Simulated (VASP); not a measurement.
Band structure of Li (bcc). Level of theory: revTPSS meta-GGA, VASP's PBE PAW potentials (set 64) (plane waves; VASP).

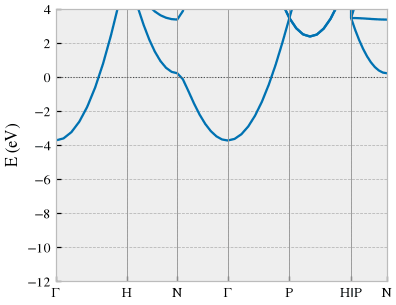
Figure. Bands along high-symmetry lines, zero at the valence-band maximum or, without a gap, the Fermi level

**Question.** Read the plot: is there a gap, and where are the band edges?

**Answer.** It has no gap at this level: it comes out as a metal or semimetal.

The compound is Li in the bcc structure. It was relaxed first, which changed the volume by -9 %.
